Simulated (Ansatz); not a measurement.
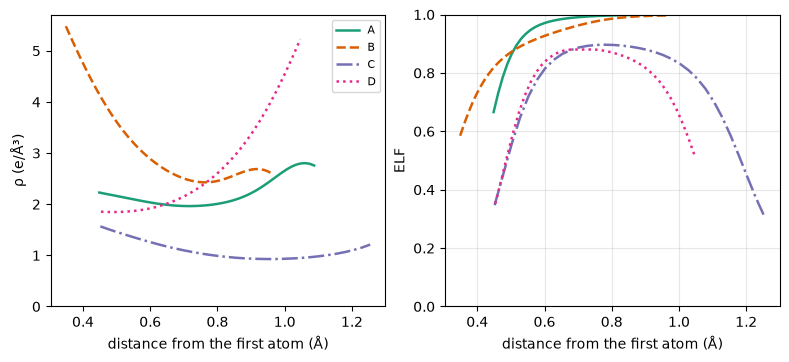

Figure 1: CH$_{4}$OSe (SMILES OC[SeH]). Total electron density and electron localisation function along straight lines between neighbouring atoms. The curves leave out the atomic cores.

Geometry: B3LYP-D3(BJ)/6-311G**.

These are results of isolated molecule in a Gaussian basis; Kohn-Sham density functional theory, functional PBE0 in Ansatz, not measurements.

Input file:

```
crystal:
  periodic: [false, false, false]
  atoms:
    - symbol: C
      position_ang: [1.118697, 0.050304, -1.379206]
    - symbol: O
      position_ang: [0.354226, 0.278919, -0.234629]
    - symbol: Se
      position_ang: [1.059181, 1.520279, -2.744385]
    - symbol: H
      position_ang: [0.686188, 1.070020, 0.202155]
    - symbol: H
      position_ang: [2.176790, -0.127441, -1.172498]
    - symbol: H
      position_ang: [0.695589, -0.815303, -1.883466]
    - symbol: H
      position_ang: [2.251930, 2.210444, -2.224689]
basis:
  gaussian:
    orbitals: def2-TZVPD
hamiltonian:
  xc: pbe0
output:
  forces: true
  orbitals: {seedname: orbitals}
```

Launched as:

```sh
ansatz run input.yaml --threads 2 --pin off --max-ram 4350MiB --events-out events.jsonl --progress --plain --runs-dir runs
```

**Which curve belongs to which contact (C–H, C–O, C–Se and O–H)? The first atom named is at distance zero.**

Curve A: C–H (1.09 Å): ρ at the midpoint is about 2.1 e/Å³; the ELF climbs to about 1 towards the hydrogen, as it does in any bond to H: a covalent bond by its length. Curve B: O–H (0.96 Å): the density is about 3.8 e/Å³ at the midpoint; the ELF climbs to about 1 towards the hydrogen: an ordinary covalent bond to hydrogen. Curve C: C–Se (2.01 Å): ρ is about 0.93 e/Å³ halfway; the ELF peaks at about 0.90 between the atoms, as expected for a covalent bond. Curve D: C–O (1.40 Å): ρ at the midpoint is about 2.1 e/Å³, with its minimum of 1.8 e/Å³ about 0.5 Å from C; the ELF peaks at about 0.90 between the atoms, as expected for a shared but strongly polarised pair.
